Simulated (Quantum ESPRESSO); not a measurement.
# Collinear magnetic orders of MnO2 with Quantum ESPRESSO, part 2 of 2

Does MnO2 prefer parallel or opposed moments, or none?

Quantum ESPRESSO 7.5; PBEsol with U = 3.2 eV on Mn d (ortho-atomic projectors); plane waves with GBRV 1.5 PBEsol potentials, no spin-orbit coupling.

So far, absolute magnetization (μB): step 2 (run 1 (ferro ++)) 6.73.

### 3. Start 2: antiferro +−

pw.in reads:

```
&CONTROL
  calculation = 'scf'
  prefix = 'pwscf'
  outdir = './tmp'
  pseudo_dir = './pseudo'
  disk_io = 'nowf'
/
&SYSTEM
  ibrav = 0
  celldm(1) = 8
  nat = 6
  ntyp = 3
  ecutwfc = 40
  ecutrho = 280
  nbnd = 37
  occupations = 'smearing'
  smearing = 'fd'
  degauss = 0.00734986
  nspin = 2
  starting_magnetization(1) = 0.3
  starting_magnetization(2) = -0.3
  starting_magnetization(3) = 0
/
&ELECTRONS
  conv_thr = 1.2d-08
  electron_maxstep = 150
  mixing_beta = 0.3
/
ATOMIC_SPECIES
Mn1    54.9380 mn_pbesol_v1.5.uspp.F.UPF
Mn2    54.9380 mn_pbesol_v1.5.uspp.F.UPF
O      15.9990 o_pbesol_v1.2.uspp.F.UPF
CELL_PARAMETERS alat
   1.0229503181482    0.0000000000000    0.0000000000000
   0.0000000000000    1.0540686035934    0.0000000000000
   0.0000000000000    0.0000000000000    0.6761621487619
ATOMIC_POSITIONS crystal
Mn1     0.0000000000    0.0000000000    0.0000000000
Mn2     0.5000000000    0.5000000000    0.5000000000
O       0.7860076400    0.1770373300    0.5000000000
O       0.7139923600    0.6770373300    0.0000000000
O       0.2860076400    0.3229626700    0.0000000000
O       0.2139923600    0.8229626700    0.5000000000
K_POINTS automatic
8 8 8 0 0 0
HUBBARD {ortho-atomic}
U Mn1-3d 3.2000
U Mn2-3d 3.2000
```

Run with:

```
OMP_NUM_THREADS=1 mpirun -n 2 pw.x -nk 2 -in pw.in > pw.out
```

The log of the run:

```text
[banner, memory and clock lines left out]
Program PWSCF v.7.5 starts

     Message from routine setup:
     using ibrav=0 with symmetry is DISCOURAGED, use correct ibrav instead

     bravais-lattice index     =            0
     lattice parameter (alat)  =       8.0000  a.u.
     unit-cell volume          =     373.2882 (a.u.)^3
     number of atoms/cell      =            6
     number of atomic types    =            3
     number of electrons       =        54.00
     number of Kohn-Sham states=           37
     kinetic-energy cutoff     =      40.0000  Ry
     charge density cutoff     =     280.0000  Ry
     scf convergence threshold =      1.2E-08
     mixing beta               =       0.3000
     number of iterations used =            8  plain     mixing
     Exchange-correlation= SLA  PW   PSX  PSC
                           (   1   4  10   8   0   0   0)
     Hubbard projectors: ortho-atomic
     Hubbard parameters of DFT+U (Dudarev formulation) in eV:
     U(Mn1-3d) =  3.2000
     U(Mn2-3d) =  3.2000

     Internal variables: lda_plus_u =T, lda_plus_u_kind = 0

     Internal variables: orbital_resolved =F, hub_pot_fix =F, apply_U = F

     celldm(1)=   8.000000  celldm(2)=   0.000000  celldm(3)=   0.000000
     celldm(4)=   0.000000  celldm(5)=   0.000000  celldm(6)=   0.000000

     crystal axes: (cart. coord. in units of alat)
               a(1) = (   1.022950   0.000000   0.000000 )
               a(2) = (   0.000000   1.054069   0.000000 )
               a(3) = (   0.000000   0.000000   0.676162 )

     reciprocal axes: (cart. coord. in units 2 pi/alat)
               b(1) = (  0.977565  0.000000  0.000000 )
               b(2) = (  0.000000  0.948705  0.000000 )
               b(3) = (  0.000000  0.000000  1.478935 )

     PseudoPot. # 1 for Mn read from file:
     mn_pbesol_v1.5.uspp.F.UPF
     Pseudo is Ultrasoft + core correction, Zval = 15.0

     PseudoPot. # 2 for Mn read from file:
     mn_pbesol_v1.5.uspp.F.UPF
     Pseudo is Ultrasoft + core correction, Zval = 15.0

     PseudoPot. # 3 for O  read from file:
     o_pbesol_v1.2.uspp.F.UPF
     Pseudo is Ultrasoft + core correction, Zval =  6.0

     atomic species   valence    mass     pseudopotential
     Mn1              15.00    54.93800     Mn( 1.00)
     Mn2              15.00    54.93800     Mn( 1.00)
     O                 6.00    15.99900     O ( 1.00)

     Starting magnetic structure
     atomic species   magnetization
     Mn1             0.300
     Mn2            -0.300
     O               0.000

      4 Sym. Ops., with inversion, found

   Cartesian axes

     site n.     atom                  positions (alat units)
         1        Mn1    tau(   1) = (   0.0000000   0.0000000   0.0000000  )
         2        Mn2    tau(   2) = (   0.5114752   0.5270343   0.3380811  )
         3        O      tau(   3) = (   0.8040468   0.1866095   0.3380811  )
         4        O      tau(   4) = (   0.7303787   0.7136438   0.0000000  )
         5        O      tau(   5) = (   0.2925716   0.3404248   0.0000000  )
         6        O      tau(   6) = (   0.2189036   0.8674591   0.3380811  )

     number of k points=   170  Fermi-Dirac smearing, width (Ry)=  0.0073

     Number of k-points >= 100: set verbosity='high' to print them.

     Dense  grid:    29571 G-vectors     FFT dimensions: (  45,  45,  30)

     Smooth grid:    12761 G-vectors     FFT dimensions: (  36,  36,  24)

     Check: negative core charge=   -0.000046
     Generating pointlists ...
     new r_m :   0.1831 (alat units)  1.4648 (a.u.) for type    1
     new r_m :   0.1831 (alat units)  1.4648 (a.u.) for type    2
     new r_m :   0.1831 (alat units)  1.4648 (a.u.) for type    3

     Initial potential from superposition of free atoms

     starting charge      52.9998, renormalised to      54.0000

     STARTING HUBBARD OCCUPATIONS:

     =================== HUBBARD OCCUPATIONS ===================
     ------------------------ ATOM    1 ------------------------
     Tr[ns(  1)] (up, down, total) =   5.00000  0.00000  5.00000
     Atomic magnetic moment for atom   1 =   5.00000
     [... lines left out ...]
     ------------------------ ATOM    2 ------------------------
     Tr[ns(  2)] (up, down, total) =   0.00000  5.00000  5.00000
     Atomic magnetic moment for atom   2 =  -5.00000
     [... lines left out ...]
     Number of occupied Hubbard levels =   10.0000

     Atomic wfc used for Hubbard projectors are orthogonalized

     Starting wfcs are   42 randomized atomic wfcs

     Self-consistent Calculation

     iteration #  1     ecut=    40.00 Ry     beta= 0.30
     Davidson diagonalization with overlap
     ethr =  1.00E-02,  avg # of iterations =  3.3

     =================== HUBBARD OCCUPATIONS ===================
     ------------------------ ATOM    1 ------------------------
     Tr[ns(  1)] (up, down, total) =   3.54943  0.38751  3.93694
     Atomic magnetic moment for atom   1 =   3.16191
     [... lines left out ...]
     ------------------------ ATOM    2 ------------------------
     Tr[ns(  2)] (up, down, total) =   0.38751  3.54938  3.93689
     Atomic magnetic moment for atom   2 =  -3.16186
     [... lines left out ...]
     Number of occupied Hubbard levels =    7.8738

     total energy              =    -549.97759952 Ry
     estimated scf accuracy    <       4.33570638 Ry

     total magnetization       =    -0.00 Bohr mag/cell
     absolute magnetization    =     6.61 Bohr mag/cell

     iteration #  2     ecut=    40.00 Ry     beta= 0.30
     Davidson diagonalization with overlap
     ethr =  8.03E-03,  avg # of iterations =  2.0

     total energy              =    -550.74487434 Ry
     estimated scf accuracy    <       0.73568057 Ry

     total magnetization       =    -0.00 Bohr mag/cell
     absolute magnetization    =     6.66 Bohr mag/cell

     [... further iterations left out ...]

     iteration # 14     ecut=    40.00 Ry     beta= 0.30
     Davidson diagonalization with overlap
     ethr =  1.04E-09,  avg # of iterations =  1.1

     negative rho (up, down):  0.000E+00 5.262E-05

     total energy              =    -550.91900934 Ry
     estimated scf accuracy    <       0.00000007 Ry

     total magnetization       =     0.00 Bohr mag/cell
     absolute magnetization    =     6.29 Bohr mag/cell

     iteration # 15     ecut=    40.00 Ry     beta= 0.30
     Davidson diagonalization with overlap
     ethr =  1.24E-10,  avg # of iterations =  2.0

     negative rho (up, down):  0.000E+00 5.257E-05

     Magnetic moment per site  (integrated on atomic sphere of radius R)
     atom   1 (R=0.183)  charge= 11.6205  magn=  2.5379
     atom   2 (R=0.183)  charge= 11.6195  magn= -2.5377
     atom   3 (R=0.183)  charge=  5.2077  magn=  0.0194
     atom   4 (R=0.183)  charge=  5.2091  magn= -0.0194
     atom   5 (R=0.183)  charge=  5.2091  magn= -0.0194
     atom   6 (R=0.183)  charge=  5.2077  magn=  0.0194

     End of self-consistent calculation

     =================== HUBBARD OCCUPATIONS ===================
     ------------------------ ATOM    1 ------------------------
     Tr[ns(  1)] (up, down, total) =   3.97937  1.06894  5.04831
     Atomic magnetic moment for atom   1 =   2.91043
     [... lines left out ...]
     ------------------------ ATOM    2 ------------------------
     Tr[ns(  2)] (up, down, total) =   1.06892  3.97940  5.04831
     Atomic magnetic moment for atom   2 =  -2.91048
     [... lines left out ...]
     Number of occupied Hubbard levels =   10.0966

     Number of k-points >= 100: set verbosity='high' to print the bands.

     the Fermi energy is    10.7069 ev

!    total energy              =    -550.91900943 Ry
     estimated scf accuracy    <          9.2E-09 Ry
     smearing contrib. (-TS)   =      -0.00040437 Ry
     internal energy E=F+TS    =    -550.91860507 Ry

     The total energy is F=E-TS. E is the sum of the following terms:
     one-electron contribution =    -260.21639481 Ry
     hartree contribution      =     157.27737803 Ry
     xc contribution           =     -81.23667501 Ry
     ewald contribution        =    -367.05426134 Ry
     Hubbard energy            =       0.31134806 Ry

     total magnetization       =     0.00 Bohr mag/cell
     absolute magnetization    =     6.29 Bohr mag/cell

     convergence has been achieved in  15 iterations
```

Run time: 3.1 min. Hardware: 2 MPI ranks of Intel Xeon Platinum 8488C (Sapphire Rapids), shared host; peak memory 0.64 GiB; 6.1 min of CPU time.

Spin moment in the atom's sphere by atom:

```tsv
atom	spin moment in the atom's sphere (μB)
Mn1	2.54
Mn2	-2.54
O3	0.02
O4	-0.02
O5	-0.02
O6	0.02
```

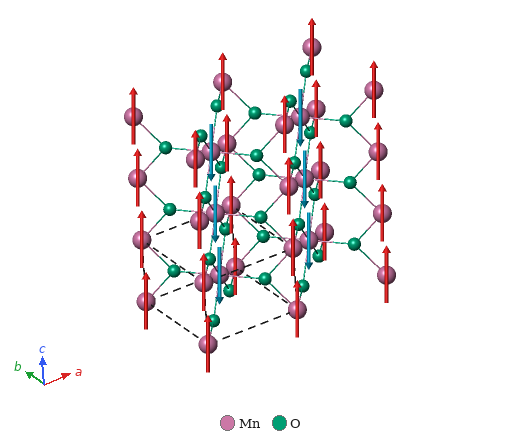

Spin moment in the atom's sphere as arrows, the longest 2.54 μB. Up and down stand for the sign. Arrows give size and sign along the axis of quantisation, drawn up and down the page. The two directions have two colours. 2×1×3 cells are drawn. Some periodic images of atoms are drawn too.

This step gave:

| Quantity | Value |
| --- | --- |
| smearing term TS | 0.005502 eV |
| magnetization | 0 μB |
| absolute magnetization | 6.287 μB |
| final state | antiferromagnetic |

### 4. Start 3: no spin polarisation

Changes to pw.in since step 3:

```diff
@@ -11,3 +11,3 @@
   nat = 6
-  ntyp = 3
+  ntyp = 2
   ecutwfc = 40
@@ -18,6 +18,2 @@
   degauss = 0.00734986
-  nspin = 2
-  starting_magnetization(1) = 0.3
-  starting_magnetization(2) = -0.3
-  starting_magnetization(3) = 0
 /
@@ -29,4 +25,3 @@
 ATOMIC_SPECIES
-Mn1    54.9380 mn_pbesol_v1.5.uspp.F.UPF
-Mn2    54.9380 mn_pbesol_v1.5.uspp.F.UPF
+Mn     54.9380 mn_pbesol_v1.5.uspp.F.UPF
 O      15.9990 o_pbesol_v1.2.uspp.F.UPF
@@ -37,4 +32,4 @@
 ATOMIC_POSITIONS crystal
-Mn1     0.0000000000    0.0000000000    0.0000000000
-Mn2     0.5000000000    0.5000000000    0.5000000000
+Mn      0.0000000000    0.0000000000    0.0000000000
+Mn      0.5000000000    0.5000000000    0.5000000000
 O       0.7860076400    0.1770373300    0.5000000000
@@ -46,3 +41,2 @@
 HUBBARD {ortho-atomic}
-U Mn1-3d 3.2000
-U Mn2-3d 3.2000
+U Mn-3d 3.2000
```

The log of the run:

```text
     [... lines left out ...]
Program PWSCF v.7.5 starts
     [... lines left out ...]
     number of atoms/cell      =            6
     [... lines left out ...]
     number of electrons       =        54.00
     number of Kohn-Sham states=           37
     kinetic-energy cutoff     =      40.0000  Ry
     charge density cutoff     =     280.0000  Ry
     scf convergence threshold =      1.2E-08
     [... lines left out ...]
      8 Sym. Ops., with inversion, found ( 4 have fractional translation)
     [... lines left out ...]
     number of k points=   125  Fermi-Dirac smearing, width (Ry)=  0.0073
     [... lines left out ...]
     iteration # 27     ecut=    40.00 Ry     beta= 0.30
     [... lines left out ...]
     Tr[ns(  1)] =   5.31538
     [... lines left out ...]
     Tr[ns(  2)] =   5.31538
     [... lines left out ...]
     the Fermi energy is    10.4254 ev
!    total energy              =    -550.62766311 Ry
     estimated scf accuracy    <       0.00000001 Ry
     smearing contrib. (-TS)   =      -0.01335533 Ry
     [... lines left out ...]
     convergence has been achieved in  27 iterations
```

Wall time 1.9 min (2 MPI ranks); peak memory 0.33 GiB; 3.9 min of CPU time.

This step gave:

```
smearing term TS : 0.1817 eV
final state      : non-magnetic (no spin polarisation)
```

### 5. Energies of the orders

An order is kept where moments of 0.15 μB or more survive with the typed signs; meshes match where a doubled cell samples the same k points as the first cell.

Orders:

```tsv
start	final state	typed order kept	energy over the lowest (meV a seeded atom)	largest site moment (μB)	net moment (μB a cell of the first run)	mesh matched	CPU time (s)
ferro ++	ferromagnetic	yes	19.54	2.655	6.004	yes	319.2
antiferro +-	antiferromagnetic	yes	0	2.538	0	yes	366.1
no spin polarisation	non-magnetic	-	1982	0	0	yes	231.9
```

### 6. Occupations of the corrected shells in the lowest state

Occupations of the Hubbard shells:

```tsv
block	type	shell	spin	electrons	occupation numbers
1	Mn1	3d	up	3.979	0.502 0.505 0.990 0.991 0.991
1	Mn1	3d	down	1.069	0.090 0.157 0.177 0.313 0.333
2	Mn2	3d	up	1.069	0.090 0.157 0.177 0.313 0.333
2	Mn2	3d	down	3.979	0.502 0.505 0.990 0.991 0.991
```

### 7. Outcome

```json
{
 "lowest state found": "antiferromagnetic (from antiferro +-)",
 "largest site moment": "2.54 μB",
 "next state with moments": "ferromagnetic, 19.5 meV a seeded atom higher",
 "state without moments (under the same U)": "1982 meV a seeded atom higher"
}
```

Under a U the spinless run pays the Hubbard penalty of a partly filled shell, so its energy overstates what forming the moments gains. The smearing terms TS of the orders run from 2.8 to 10 meV a seeded atom, so the differences would change at a smaller width: an order with a larger TS is lowered more by the smearing. This is the lowest of 3 collinear or spinless starts, no proof of the ground state. Energies are free energies at an electronic temperature of 1160 K, which lowers moments and differences where the moments are itinerant.

[Logs and program files are shortened in this print: banners, set-up blocks, solver, clock and traceback lines can be left out without a mark of their own.]

[Logs are printed without paths, hosts, clocks, repeated set-up lines and the standing remarks that a program may print on its own settings, such as how far it seeks lower states.]

[Hosts, paths, dates, database ids (printed as entryN), source tags and the programs' standing remarks are cut or masked in the printed files.]

[Where a cell is said to come from a database of computed structures, the database is the Materials Project.]
